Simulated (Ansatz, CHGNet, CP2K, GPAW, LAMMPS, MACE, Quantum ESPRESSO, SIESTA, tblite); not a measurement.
## Running amorphous polyacrylonitrile (as short chains C14N4H18) at 360 K (108 atoms) with Quantum ESPRESSO

How do the settings of Quantum ESPRESSO change the result for amorphous polyacrylonitrile (as short chains C14N4H18) at 360 K (108 atoms)? A plane-wave run serves as the yardstick.

Program: Quantum ESPRESSO 7.5. Level of theory: the method is named at each step. Results are calculated unless marked as measured.

### 1. Starting point

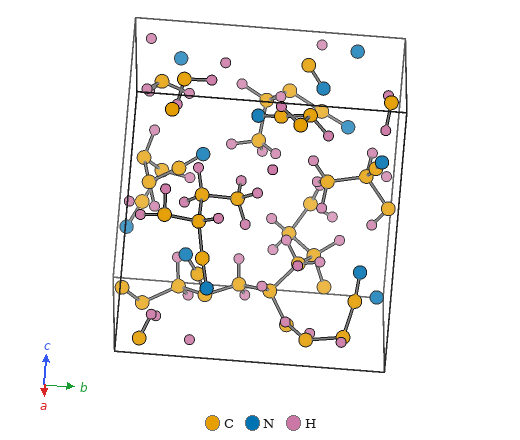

The cell as given, slightly off an axis (carbon orange, nitrogen blue, hydrogen pink). Bonds to atoms that aren't drawn are left out. Some periodic images of atoms are drawn too.

The cell holds 108 atoms: 42 C, 12 N and 54 H. Cell: a = 10.346 Å, b = 10.346 Å, c = 10.346 Å, α = 90.0°, β = 90.0°, γ = 90.0°. 3 polyacrylonitrile chains of 4 units with methyl end groups placed at random, at 1.09 g/cm³; overlaps pushed apart, then 20 ps at 800 K with MMFF94 bonds, angles, torsions, charges and radii (Halgren, J. Comput. Chem. 17, 490 (1996)) in harmonic and 12-6 forms. Snapshot after 30 ps at 360 K and fixed volume.

The yardstick, on the same geometry:

| Quantity | Value |
| --- | --- |
| method | Kohn-Sham DFT, PBE, PAW, plane waves (Ansatz 0.2.0); cutoff 420 eV, Γ point, fermi-dirac smearing of 0.05 eV; PAW set soft_2 |
| r.m.s. force component | 1.196 eV/Å |
| longest force | 5.414 eV/Å |
| pressure | 3.184 GPa |
| gap (highest filled to lowest empty level) | 5.883 eV |
| SCF cycles | 10 |
| time | 9.2 s on 4 threads of Arm Neoverse V2, shared host |
| CPU time | 33 s |

### 2. PBE, sssp-1.3.0-efficiency, 60/480 Ry

Method: Kohn-Sham DFT, PBE, SSSP efficiency 1.3.0 pseudopotentials, plane waves.

pw.in reads:

```
&control
  calculation = 'scf'
  pseudo_dir = './pseudo'
  outdir = './tmp'
  disk_io = 'none'
  tprnfor = .true.
  tstress = .true.
/
&system
  ibrav = 0
  nat = 108
  ntyp = 3
  ecutwfc = 60
  ecutrho = 480
  nosym = .true.
  occupations = 'smearing'
  smearing = 'fd'
  degauss = 0.003675
/
&electrons
  conv_thr = 5.4e-07
  electron_maxstep = 100
  mixing_beta = 0.4
  mixing_mode = 'plain'
  diagonalization = 'david'
/
ATOMIC_SPECIES
C 12.011 C.upf
N 14.007 N.upf
H 1.008 H.upf
CELL_PARAMETERS angstrom
10.34621 0.00000 0.00000
0.00000 10.34621 0.00000
0.00000 0.00000 10.34621
ATOMIC_POSITIONS crystal
C 0.07060 0.70091 0.35933
C 0.16266 0.62867 0.26624
C 0.26048 0.72437 0.21704
C 0.21981 0.77282 0.08786
N 0.19147 0.82295 0.99055
C 0.39845 0.66595 0.21973
C 0.44576 0.56826 0.12032
C 0.46304 0.63946 0.00043
N 0.44865 0.70140 0.91164
C 0.34655 0.45528 0.10850
C 0.41904 0.33119 0.07886
C 0.51480 0.29506 0.18332
N 0.56874 0.24359 0.26987
C 0.31649 0.23395 0.07509
C 0.33694 0.10508 0.00700
C 0.42463 0.02356 0.08391
N 0.49676 0.96207 0.14200
C 0.39331 0.10632 0.87539
H 0.11640 0.72849 0.44654
H 0.98818 0.64727 0.37847
H 0.02938 0.78661 0.30469
H 0.20108 0.55876 0.32880
H 0.11738 0.57585 0.18664
H 0.26025 0.81430 0.28255
H 0.39749 0.61433 0.30630
H 0.46284 0.74253 0.25108
H 0.52872 0.53520 0.15971
H 0.29087 0.44844 0.19067
H 0.27579 0.48210 0.04944
H 0.46884 0.33262 0.98681
H 0.23027 0.27498 0.01918
H 0.27835 0.22210 0.17475
H 0.24755 0.05779 0.99483
H 0.41571 0.21017 0.84376
H 0.48191 0.05094 0.86747
H 0.31375 0.06611 0.81126
C 0.16763 0.48728 0.61394
C 0.13483 0.50521 0.76172
C 0.01849 0.59049 0.77151
C 0.04755 0.71410 0.71032
N 0.07538 0.81516 0.66557
C 0.96962 0.61416 0.91252
C 0.82805 0.65126 0.91266
C 0.74225 0.54695 0.87583
N 0.67420 0.46406 0.85243
C 0.80015 0.70554 0.04383
C 0.86510 0.84036 0.08343
C 0.80744 0.87406 0.20790
N 0.76474 0.88545 0.30848
C 0.82432 0.94529 0.98433
C 0.85387 0.09046 0.01656
C 0.96835 0.13651 0.93432
N 0.05531 0.17922 0.87345
C 0.74126 0.17799 0.98926
H 0.24336 0.55204 0.59036
H 0.20448 0.38731 0.60313
[... 48 atom lines left out ...]
H 0.37145 0.90411 0.65748
H 0.35809 0.71086 0.52784
H 0.52300 0.73035 0.47477
H 0.48817 0.68599 0.64375
K_POINTS gamma
```

Started as:

```sh
$ OMP_NUM_THREADS=1 mpirun -np 2 pw.x -in pw.in > output.txt
```

The program printed:

```text
Program PWSCF
     gamma-point specific algorithms are used
     Parallelization info
     sticks:   dense  smooth     PW     G-vecs:    dense   smooth      PW
     Min        7307    3652    914               663515   234576   29182
     Max        7310    3653    915               663518   234577   29183
     Sum       14617    7305   1829              1327033   469153   58365
     bravais-lattice index     =            0
     lattice parameter (alat)  =      19.5515  a.u.
     unit-cell volume          =    7473.7827 (a.u.)^3
     number of atoms/cell      =          108
     number of atomic types    =            3
     number of electrons       =       282.00
     number of Kohn-Sham states=          169
     kinetic-energy cutoff     =      60.0000  Ry
     charge density cutoff     =     480.0000  Ry
     scf convergence threshold =      5.4E-07
     mixing beta               =       0.4000
     number of iterations used =            8  plain     mixing
     Exchange-correlation= PBE
                           (   1   4   3   4   0   0   0)
     crystal axes: (cart. coord. in units of alat)
               a(1) = (   1.000000   0.000000   0.000000 )
               a(2) = (   0.000000   1.000000   0.000000 )
               a(3) = (   0.000000   0.000000   1.000000 )
     reciprocal axes: (cart. coord. in units 2 pi/alat)
               b(1) = (  1.000000  0.000000  0.000000 )
               b(2) = (  0.000000  1.000000  0.000000 )
               b(3) = (  0.000000  0.000000  1.000000 )
     PseudoPot. # 1 for C :
     Pseudo is Projector augmented-wave + core cor, Zval =  4.0
     PseudoPot. # 2 for N :
     Pseudo is Ultrasoft + core correction, Zval =  5.0
     PseudoPot. # 3 for H :
     Pseudo is Ultrasoft, Zval =  1.0
     atomic species   valence    mass     pseudopotential
     C                 4.00    12.01100     C ( 1.00)
     N                 5.00    14.00700     N ( 1.00)
     H                 1.00     1.00800     H ( 1.00)
     No symmetry found
   Cartesian axes
     number of k points=     1  Fermi-Dirac smearing, width (Ry)=  0.0037
                       cart. coord. in units 2pi/alat
        k(    1) = (   0.0000000   0.0000000   0.0000000), wk =   2.0000000
     Dense  grid:   663517 G-vectors     FFT dimensions: ( 144, 144, 144)
     Smooth grid:   234577 G-vectors     FFT dimensions: ( 100, 100, 100)
     Check: negative core charge=   -0.000002
     Initial potential from superposition of free atoms
     starting charge     281.9977, renormalised to     282.0000
     Starting wfcs are  270 randomized atomic wfcs
     Self-consistent Calculation
     iteration #  1     ecut=    60.00 Ry     beta= 0.40
     total energy              =   -1078.83364237 Ry
     estimated scf accuracy    <      11.38134252 Ry
     iteration #  2     ecut=    60.00 Ry     beta= 0.40
     total energy              =   -1079.26632958 Ry
     estimated scf accuracy    <       1.83854578 Ry
     iteration #  3     ecut=    60.00 Ry     beta= 0.40
     total energy              =   -1079.43195427 Ry
     estimated scf accuracy    <       0.55822292 Ry
     iteration #  4     ecut=    60.00 Ry     beta= 0.40
     total energy              =   -1079.47234097 Ry
     estimated scf accuracy    <       0.10601961 Ry
     iteration #  5     ecut=    60.00 Ry     beta= 0.40
     total energy              =   -1079.48346411 Ry
     estimated scf accuracy    <       0.00784690 Ry
     iteration #  6     ecut=    60.00 Ry     beta= 0.40
     total energy              =   -1079.48442774 Ry
     estimated scf accuracy    <       0.00181321 Ry
     iteration #  7     ecut=    60.00 Ry     beta= 0.40
     total energy              =   -1079.48468280 Ry
     estimated scf accuracy    <       0.00028192 Ry
     iteration #  8     ecut=    60.00 Ry     beta= 0.40
     total energy              =   -1079.48471958 Ry
     estimated scf accuracy    <       0.00004574 Ry
     iteration #  9     ecut=    60.00 Ry     beta= 0.40
     total energy              =   -1079.48472782 Ry
     estimated scf accuracy    <       0.00000880 Ry
     iteration # 10     ecut=    60.00 Ry     beta= 0.40
     total energy              =   -1079.48472855 Ry
     estimated scf accuracy    <       0.00000302 Ry
     iteration # 11     ecut=    60.00 Ry     beta= 0.40
     End of self-consistent calculation
          k = 0.0000 0.0000 0.0000 ( 29183 PWs)   bands (ev):
   -17.6672 -17.5636 -17.5324 -17.3697 -17.3416 -17.2399 -17.2004 -17.1948
   -17.1762 -17.0292 -16.8878 -16.6769 -16.3947 -16.1559 -16.1362 -15.8052
   -15.5045 -15.3856 -15.0137 -14.8766 -14.8610 -14.2574 -14.0415 -13.9121
   -12.9021 -12.8049 -12.6485 -11.9650 -11.6048 -11.5498 -11.2563 -11.1088
   -10.9254 -10.6777 -10.5414 -10.3778 -10.1861 -10.0706 -10.0315  -9.9316
    -9.8781  -9.5158  -8.3481  -8.2973  -8.1180  -7.9662  -7.9291  -7.7423
    -7.5881  -7.4890  -7.4196  -7.2953  -7.1581  -7.0626  -6.8842  -6.5574
    -6.4312  -6.3092  -6.2758  -6.1672  -6.0369  -5.9197  -5.8905  -5.7139
    -5.6154  -5.4674  -5.3578  -5.2637  -5.2229  -5.1607  -5.0371  -4.9481
    -4.9246  -4.8275  -4.7624  -4.7474  -4.7083  -4.5922  -4.5576  -4.4379
    -4.3836  -4.3738  -4.2987  -4.1711  -4.1161  -3.9753  -3.9295  -3.8859
    -3.8404  -3.7684  -3.7204  -3.6813  -3.6280  -3.5623  -3.5258  -3.5079
[...]
-2.3851  -2.3589  -2.3326  -2.2658  -2.1914  -2.1350  -2.1295  -2.0691
    -2.0409  -1.9786  -1.9353  -1.8997  -1.8031   4.0845   4.1883   4.2307
     4.3717   4.4579   4.5171   4.5509   4.5959   4.6327   4.7138   4.8026
     4.8140   4.8497   4.8801   4.9919   5.0742   5.1608   5.2049   5.2967
     5.3091   5.3523   5.3957   5.5100   5.5622   5.6747   5.7490   5.8134
     5.9180
     the Fermi energy is     0.2717 ev
!    total energy              =   -1079.48472901 Ry
     estimated scf accuracy    <       0.00000026 Ry
     smearing contrib. (-TS)   =       0.00000000 Ry
     internal energy E=F+TS    =   -1079.48472901 Ry
     The total energy is F=E-TS. E is the sum of the following terms:
     one-electron contribution =    -695.77056165 Ry
     hartree contribution      =     439.02732840 Ry
     xc contribution           =    -297.14941537 Ry
     ewald contribution        =    -266.52450907 Ry
     one-center paw contrib.   =    -259.06757132 Ry
     convergence has been achieved in  11 iterations
     Forces acting on atoms (cartesian axes, Ry/au):
     atom    1 type  1   force =    -0.01101775    0.05192929   -0.13177893
     atom    2 type  1   force =    -0.07065853    0.04319841    0.02825199
     atom    3 type  1   force =     0.02872817    0.03019462   -0.03069915
     atom    4 type  1   force =     0.01621383    0.02940494    0.00823350
     atom    5 type  2   force =     0.00039734   -0.02114022    0.02440981
     atom    6 type  1   force =    -0.01490734    0.05165056    0.01798605
     atom    7 type  1   force =    -0.13443554    0.07646886   -0.02907285
     atom    8 type  1   force =     0.00447825   -0.10065013    0.11248952
     atom    9 type  2   force =    -0.00144480    0.09021650   -0.14135939
     atom   10 type  1   force =     0.20669916    0.02165640    0.03272969
     atom   11 type  1   force =     0.02858265    0.01310235    0.02553152
     atom   12 type  1   force =    -0.00746128   -0.03215197    0.03457644
[...]
atom  104 type  3   force =    -0.01637633   -0.02434171   -0.01577843
     atom  105 type  3   force =     0.02225892    0.00293984   -0.00573656
     atom  106 type  3   force =     0.01032953    0.00778386    0.00540160
     atom  107 type  3   force =    -0.01430197   -0.00672649    0.02576026
     atom  108 type  3   force =    -0.01504865    0.02014390   -0.03323892
     Total force =     0.845750     Total SCF correction =     0.000664
     Computing stress (Cartesian axis) and pressure
          total   stress  (Ry/bohr**3)                   (kbar)     P=       32.20
   0.00030561  -0.00004813   0.00000268           44.96       -7.08        0.39
  -0.00004813   0.00018611   0.00001045           -7.08       27.38        1.54
   0.00000268   0.00001045   0.00016493            0.39        1.54       24.26
     Message from routine punch:
     Nothing written, as per user request (disk_io='none')
```

Elapsed: 1.8 min, on 2 MPI ranks of Arm Neoverse V2, shared host; peak memory 2.3 GiB; 3.6 min of CPU time.

Banners, paths, timers and routine set-up lines are dropped from the logs unmarked, and long logs keep their key lines alone; longer cuts are marked.

Compared with the plane-wave run:

```yaml
r_m_s_force_component: 1.208 eV/Å
r_m_s_difference_of_force_components: 40.96 meV/Å
longest_difference_of_force_vectors: 252.7 meV/Å
force_difference_over_r_m_s_force: 3.425 %
slope_of_forces_against_the_reference_s: 1.01
correlation_of_force_components: 0.9995
spacing_of_highest_filled_and_lowest_empty_level: 5.888 eV
gap_difference: 0.0044 eV
pressure: 3.22 GPa
pressure_difference: 0.0356 GPa
```

Length of the force difference by element (eV/Å):

| element | atoms | mean | most |
| --- | --- | --- | --- |
| C | 42 | 0.049 | 0.25 |
| H | 54 | 0.012 | 0.020 |
| N | 12 | 0.13 | 0.25 |

Levels nearest the highest filled one (eV from it): -0.56, -0.53, -0.46, -0.39, -0.33, -0.33, -0.27, -0.24, -0.18, -0.13, -0.10, 0.00, 5.89, 5.99, 6.03, 6.17, 6.26, 6.32, 6.35, 6.40, 6.44, 6.52, 6.61, 6.62.

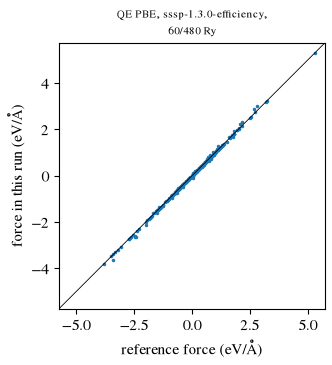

Force components against those of the reference; the line marks equality.

The surroundings of C10, which bears the longest force, nearest first, numbered as they follow in the input and with coordinates relative to it.

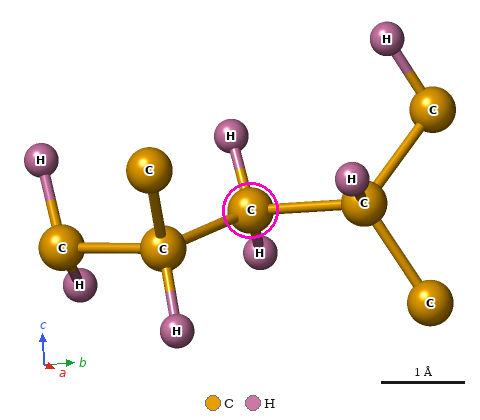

The atoms of the table, within 2.7 Å (arrows a, b, c point along x, y, z); some may hide others; the central atom is ringed.

| atom | x | y | z | distance (Å) | bonds | Fx | Fy | Fz (eV/Å) |
| --- | --- | --- | --- | --- | --- | --- | --- | --- |
| C10 | 0.00 | 0.00 | 0.00 | 0.00 | 4 | 5.31 | 0.56 | 0.84 |
| H29 | -0.73 | 0.28 | -0.61 | 0.99 | 1 | -2.74 | 0.70 | -3.81 |
| H28 | -0.58 | -0.07 | 0.85 | 1.03 | 1 | -0.61 | -0.56 | 2.73 |
| C11 | 0.75 | -1.28 | -0.31 | 1.52 | 4 | 0.73 | 0.34 | 0.66 |
| C7 | 1.03 | 1.17 | 0.12 | 1.56 | 4 | -3.46 | 1.97 | -0.75 |
| H27 | 1.88 | 0.83 | 0.53 | 2.13 | 1 | 3.24 | -1.33 | 0.99 |
| H30 | 1.27 | -1.27 | -1.26 | 2.19 | 1 | 0.46 | 0.43 | -0.47 |
| C14 | -0.31 | -2.29 | -0.35 | 2.34 | 4 | -3.20 | -1.07 | -0.57 |
| H31 | -1.20 | -1.87 | -0.92 | 2.40 | 1 | 0.96 | -0.21 | 0.57 |
| C8 | 1.21 | 1.91 | -1.12 | 2.52 | 2 | 0.12 | -2.59 | 2.89 |
| C6 | 0.54 | 2.18 | 1.15 | 2.52 | 4 | -0.38 | 1.33 | 0.46 |
| C12 | 1.74 | -1.66 | 0.77 | 2.53 | 2 | -0.19 | -0.83 | 0.89 |
| H32 | -0.71 | -2.41 | 0.69 | 2.61 | 1 | 0.04 | -0.33 | -0.43 |
| H25 | 0.53 | 1.65 | 2.05 | 2.68 | 1 | -0.18 | -1.38 | 1.81 |

Forces lie 3.4 % from the reference's, at 6.6 times its CPU time (on 2 against 4 cores).

The difference per atom is largest on N (0.13 eV/Å on average, against 0.049 on C).

### 3. PBE, gbrv-1.5, 40/200 Ry

Method: Kohn-Sham DFT, PBE, GBRV 1.5 ultrasoft pseudopotentials, plane waves.

The pseudopotential files are exchanged too: ./pseudo now holds the set gbrv-pbe-1.5.

Changes to pw.in since step 2:

```diff
@@ -12,4 +12,4 @@
   ntyp = 3
-  ecutwfc = 60
-  ecutrho = 480
+  ecutwfc = 40
+  ecutrho = 200
   nosym = .true.
```

The program printed:

```text
[banner, memory and clock lines left out]
Program PWSCF
     gamma-point specific algorithms are used
[... lines left out ...]
     total energy              =    -786.57456283 Ry
[... lines left out ...]
     total energy              =    -786.68690207 Ry
[... lines left out ...]
     total energy              =    -786.74854990 Ry
[... lines left out ...]
     total energy              =    -786.74855143 Ry
[... lines left out ...]
     the Fermi energy is     0.2662 ev
!    total energy              =    -786.74855165 Ry
[... lines left out ...]
     The total energy is F=E-TS. E is the sum of the following terms:
[... lines left out ...]
     convergence has been achieved in  11 iterations
     Forces acting on atoms (cartesian axes, Ry/au):
     atom    1 type  1   force =    -0.00486864    0.05200828   -0.13873161
     atom    2 type  1   force =    -0.07181324    0.05207551    0.02735594
     atom    3 type  1   force =     0.02864116    0.02792232   -0.03382577
[...]
atom  107 type  3   force =    -0.01213483   -0.00723531    0.02307135
     atom  108 type  3   force =    -0.01404691    0.01832262   -0.03069398
     Total force =     0.891560     Total SCF correction =     0.001132
     Computing stress (Cartesian axis) and pressure
          total   stress  (Ry/bohr**3)                   (kbar)     P=       37.39
   0.00034048  -0.00003985   0.00001182           50.09       -5.86        1.74
  -0.00003985   0.00021343   0.00000438           -5.86       31.40        0.64
   0.00001182   0.00000438   0.00020851            1.74        0.64       30.67
     Message from routine punch:
     Nothing written, as per user request (disk_io='none')
```

It took 42 s on 2 MPI ranks; peak memory 0.76 GiB.

Numbers from this run, and their distance from the reference:

```
r.m.s. force component                           : 1.274 eV/Å
r.m.s. difference of force components            : 167.6 meV/Å
longest difference of force vectors              : 754.2 meV/Å
force difference over r.m.s. force               : 14.02 %
slope of forces against the reference's          : 1.057
correlation of force components                  : 0.9927
gap (highest filled to lowest empty level) : 5.894 eV
gap difference                                   : 0.011 eV
pressure                                         : 3.739 GPa
pressure difference                              : 0.5543 GPa
```

Against the first run (3.4 %), the force difference from the reference is 14 %, at 0.39 times the CPU time.

### 4. All runs compared

Differences are against the plane-wave reference, forces as r.m.s. over components; share is that over the reference's r.m.s. force, slope the least-squares factor from reference forces to these. Total energies of different programs have different zeros and aren't compared.

| run | Δ force, r.m.s. (meV/Å) | share (%) | slope | Δ pressure (GPa) | Δ gap (eV) | cores | CPU time | memory (GiB) |
| --- | --- | --- | --- | --- | --- | --- | --- | --- |
| reference | - | - | - | - | - | 4 | 33 s | 1.1 |
| QE PBE, sssp-1.3.0-efficiency, 60/480 Ry | 41.0 | 3.42 | 1.010 | 0.0356 | 0.0044 | 2 | 3.6 min | 2.3 |
| QE PBE, gbrv-1.5, 40/200 Ry | 168 | 14.0 | 1.057 | 0.554 | 0.011 | 2 | 85 s | 0.76 |

CPU time is summed over cores on a shared host, where runs went side by side, so it is rough. Symmetry, cutoffs, thresholds, outputs and thread counts weren't matched or tuned between programs; memory under MPI is the largest rank's times the ranks.

### 5. Results

```
nearest in forces : QE PBE, sssp-1.3.0-efficiency, 60/480 Ry, 3.4 %
its CPU time      : 3.6 min
```

**Reading.** PBE on plane waves or a grid with other potentials, cutoffs or grids differs from the reference by 3.4 % (QE PBE, sssp-1.3.0-efficiency, 60/480 Ry) to 14 % (QE PBE, gbrv-1.5, 40/200 Ry) of the r.m.s. force; this holds the reference's own error, so differences of a few per cent don't tell which side is nearer the exact PBE result (QE's 60 Ry are 816 eV, against the reference's 420 eV). QE PBE, gbrv-1.5, 40/200 Ry stands apart from the other plane-wave or grid runs, so its own grid or potentials are the likelier cause. None of the electronic-structure runs in the table takes under half the reference's CPU time of 33 s; they take 2.6 to 6.6 times as much. PBE gaps agree with the reference's 5.88 eV within 0.011 eV. The network of contacts between molecules at the start is that of the classical potential that made the cell, and needn't be the one that DFT or experiment would give. The reference's PBE has no dispersion term, which matters for the binding between molecules or layers. The density was typed from a rule of thumb and may lie off the real one at this temperature. The electronic-structure runs sample only Γ, in a cell whose shortest periodic width is 10 Å.

[Also dropped from logs without a mark: logging warnings of Python, and SIESTA's first energy breakdown and zero terms.]

[Logs are printed without paths, hosts, clocks, repeated set-up lines and the standing remarks that a program may print on its own settings, such as how far it seeks lower states.]

[Hosts, paths, dates, database ids (printed as entryN), source tags and the programs' standing remarks are cut or masked in the printed files.]

[The MMFF94 radii named for the starting cell were scaled by 0.96; in molecules described by MMFF94, hydrogen bound to N, O or S took a small fixed 12-6 site in their place.]
